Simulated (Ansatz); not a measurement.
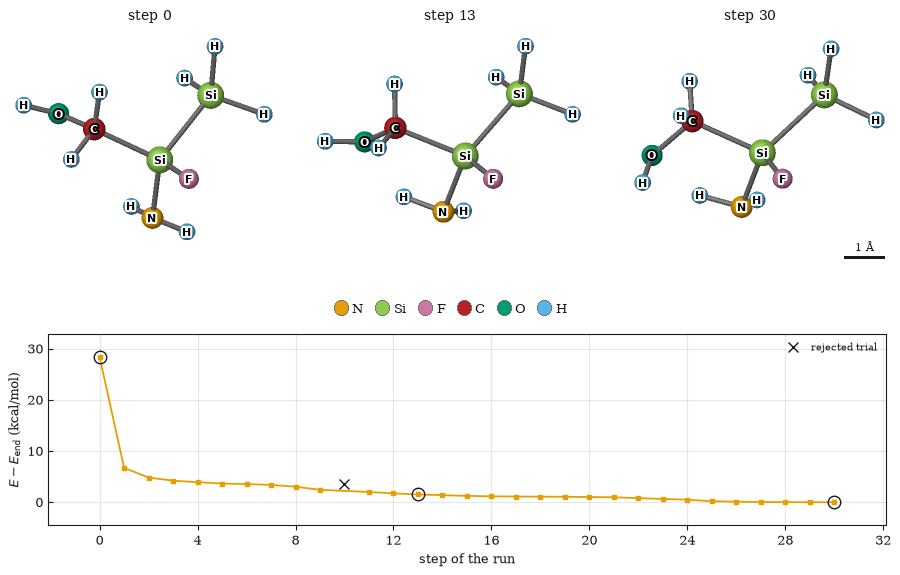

Frames of a relaxation of CH8FNOSi2, marked on the history of the run. A ball-and-stick model, seen at a tilt.

The run prepares the start of a later molecular dynamics calculation, from a guessed geometry.

These are results of RKS PBE/STO-3G (Ansatz 0.2.0), not measurements.

Input
```yaml
crystal:
  periodic: [false, false, false]
  atoms:
    - { symbol: "N", position_ang: [1.1177, -0.8823, 1.5354] }
    - { symbol: Si, position_ang: [0.7309, -0.2249, -0.0392] }
    - { symbol: F, position_ang: [2.0938, -0.2849, -0.8473] }
    - { symbol: Si, position_ang: [-0.83, -1.4008, -1.2036] }
    - { symbol: C, position_ang: [0.1758, 1.5677, 0.0286] }
    - { symbol: O, position_ang: [-0.9903, 1.8686, 0.8381] }
    - { symbol: H, position_ang: [1.3701, -1.8116, 1.4603] }
    - { symbol: H, position_ang: [0.2617, -0.7848, 2.0817] }
    - { symbol: H, position_ang: [-2.1729, -1.4307, -0.3857] }
    - { symbol: H, position_ang: [-1.162, -0.8048, -2.5122] }
    - { symbol: H, position_ang: [-0.4776, -2.8229, -1.37] }
    - { symbol: H, position_ang: [1.0149, 2.1767, 0.4779] }
    - { symbol: H, position_ang: [-0.071, 1.9727, -0.9809] }
    - { symbol: H, position_ang: [-1.0742, 2.8328, 0.9459] }
basis:
  gaussian: { orbitals: STO-3G }
hamiltonian:
  xc: pbe
relax:
  f_tol: 0.02
  max_steps: 40
scf:
  lower_state_search: "off"
```

Command:
```bash
ansatz run input.yaml --threads 1 --pin off --max-ram 2048MiB --backend cpu --events-out ev --progress --plain --runs-dir out
```

> Describe the path.

Over 29 accepted moves (30 points after the start) the energy falls by 28.4 kcal/mol. Largest force component: 5.3 eV/Å at the start, 0.01 eV/Å at the end. The line search rejected the trial step at point 10 of the run. The largest move after the best rigid fit is that of H14, 2.06 Å. By element the largest moves are H 2.06 Å, O 1.07 Å, N 0.40 Å, Si 0.37 Å, C 0.30 Å, F 0.19 Å. Among the contacts that change: Si4–H9 1.573 → 1.456 Å, N1–H7 0.966 → 1.065 Å, N1–H8 1.020 → 1.094 Å, Si2–F3 1.586 → 1.656 Å. Among the angles between lasting bonds that change: N1–Si2–C5 113.1° → 97.7°, Si2–C5–O6 117.1° → 107.7°, C5–O6–H14 109.7° → 100.9°. Groups turn about C5–O6 by about 85°, Si2–C5 by about 65°, N1–Si2 by about 60°. Cost: 2 min on 1 thread of Arm Neoverse V1, with other jobs on the host, peak memory 0.17 GiB. From step 0 to 13: H7 moves most (1.03 Å), energy −26.9 kcal/mol. From step 13 to 30: H14 moves most (1.34 Å), energy −1.51 kcal/mol.

```json
{"step": "0", "E − E(0), kcal/mol": "0.00", "largest force component, eV/Å": "5.2867", "note": ""}
{"step": "1", "E − E(0), kcal/mol": "-21.66", "largest force component, eV/Å": "1.2129", "note": ""}
{"step": "2", "E − E(0), kcal/mol": "-23.57", "largest force component, eV/Å": "0.5079", "note": ""}
{"step": "3", "E − E(0), kcal/mol": "-24.17", "largest force component, eV/Å": "0.5413", "note": ""}
{"step": "4", "E − E(0), kcal/mol": "-24.48", "largest force component, eV/Å": "0.3088", "note": ""}
{"step": "5", "E − E(0), kcal/mol": "-24.73", "largest force component, eV/Å": "0.1225", "note": ""}
{"step": "6", "E − E(0), kcal/mol": "-24.84", "largest force component, eV/Å": "0.1903", "note": ""}
{"step": "7", "E − E(0), kcal/mol": "-24.99", "largest force component, eV/Å": "0.5068", "note": ""}
{"step": "8", "E − E(0), kcal/mol": "-25.34", "largest force component, eV/Å": "0.3510", "note": ""}
{"step": "9", "E − E(0), kcal/mol": "-25.96", "largest force component, eV/Å": "0.4508", "note": ""}
{"step": "10", "E − E(0), kcal/mol": "-24.86", "largest force component, eV/Å": "2.6703", "note": "rejected"}
{"step": "11", "E − E(0), kcal/mol": "-26.39", "largest force component, eV/Å": "0.1451", "note": ""}
{"step": "12", "E − E(0), kcal/mol": "-26.65", "largest force component, eV/Å": "0.1383", "note": ""}
{"step": "13", "E − E(0), kcal/mol": "-26.87", "largest force component, eV/Å": "0.3055", "note": ""}
{"step": "14", "E − E(0), kcal/mol": "-27.00", "largest force component, eV/Å": "0.3626", "note": ""}
{"step": "15", "E − E(0), kcal/mol": "-27.14", "largest force component, eV/Å": "0.3349", "note": ""}
{"step": "16", "E − E(0), kcal/mol": "-27.23", "largest force component, eV/Å": "0.1299", "note": ""}
{"step": "17", "E − E(0), kcal/mol": "-27.27", "largest force component, eV/Å": "0.0554", "note": ""}
{"step": "18", "E − E(0), kcal/mol": "-27.29", "largest force component, eV/Å": "0.2190", "note": ""}
{"step": "19", "E − E(0), kcal/mol": "-27.32", "largest force component, eV/Å": "0.1624", "note": ""}
{"step": "21", "E − E(0), kcal/mol": "-27.41", "largest force component, eV/Å": "0.4634", "note": ""}
{"step": "22", "E − E(0), kcal/mol": "-27.59", "largest force component, eV/Å": "0.3800", "note": ""}
{"step": "23", "E − E(0), kcal/mol": "-27.74", "largest force component, eV/Å": "0.6675", "note": ""}
{"step": "24", "E − E(0), kcal/mol": "-27.89", "largest force component, eV/Å": "0.2643", "note": ""}
{"step": "25", "E − E(0), kcal/mol": "-28.19", "largest force component, eV/Å": "0.1383", "note": ""}
{"step": "26", "E − E(0), kcal/mol": "-28.28", "largest force component, eV/Å": "0.3175", "note": ""}
{"step": "27", "E − E(0), kcal/mol": "-28.35", "largest force component, eV/Å": "0.1710", "note": ""}
{"step": "28", "E − E(0), kcal/mol": "-28.37", "largest force component, eV/Å": "0.0723", "note": ""}
{"step": "29", "E − E(0), kcal/mol": "-28.38", "largest force component, eV/Å": "0.0301", "note": ""}
{"step": "30", "E − E(0), kcal/mol": "-28.39", "largest force component, eV/Å": "0.0105", "note": ""}
```

Limits of the set-up: STO-3G is a minimal basis, so the numbers are rough.
